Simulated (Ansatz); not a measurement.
Input

```
crystal:
  periodic: [false, false, false]
  atoms:
    - { symbol: Al, position_ang: [0.0, 0.0, 0.0] }
    - { symbol: F, position_ang: [0.0, 0.0, 1.69] }
    - { symbol: "N", position_ang: [1.6627, 0.0, -0.96] }
    - { symbol: H, position_ang: [2.1293, -0.9179, -1.2118] }
    - { symbol: H, position_ang: [2.1141, 0.9179, -1.2382] }
    - { symbol: Cl, position_ang: [-1.9312, 0.0, -1.115] }
basis:
  gaussian: { orbitals: def2-SVP }
hamiltonian:
  xc: revpbe
relax:
  f_tol: 0.02
  max_steps: 40
output:
  orbitals: {}
```

Launched as:

```sh
ansatz run input.yaml --threads 1 --pin off --max-ram 2048MiB --backend cpu --events-out ev --progress --plain --runs-dir out
```

The fields are those of the run's last geometry, not of the input's.

All numbers below come from RKS revPBE/def2-SVP (Ansatz 0.2.0).

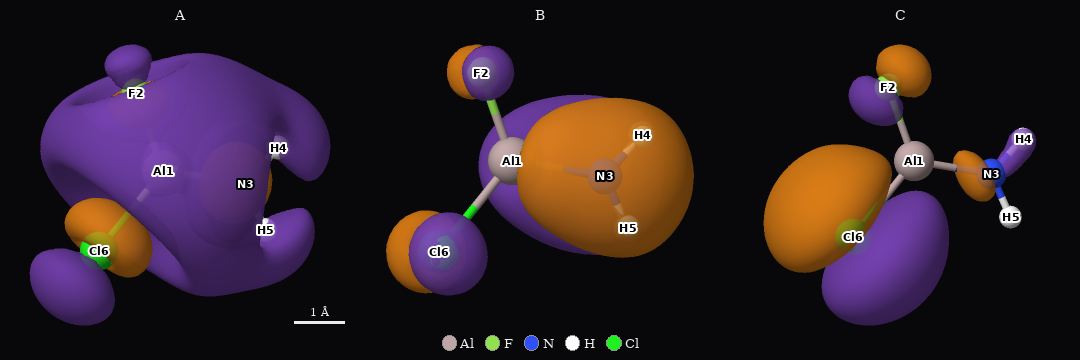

AlClFH₂N. Three frontier orbitals at ±0.06 Å⁻³ᐟ² (orange and purple are the two phases), in no order.

### Order the three orbitals by energy and name them.

C is the HOMO−1 (−7.63 eV). Its weight (Hirshfeld) is mainly on Cl6 (about 90 %); it is symmetric in the molecular plane (an in-plane orbital: σ, lone-pair or in-plane π type); largely a lone pair of Cl6. B is the HOMO (−6.23 eV). Its weight (Hirshfeld) is mainly on N3 (about 70 %); it changes sign across the molecular plane (π type). A is the LUMO (−1.28 eV). By Hirshfeld shares it lies mainly on Al1 (about 60 %), Cl6 (about 15 %), N3 (about 10 %) and F2 (about 10 %); it is symmetric in the molecular plane (an in-plane orbital: σ, lone-pair or in-plane π type).

### What is the HOMO–LUMO gap?

4.95 eV between the orbital energies.
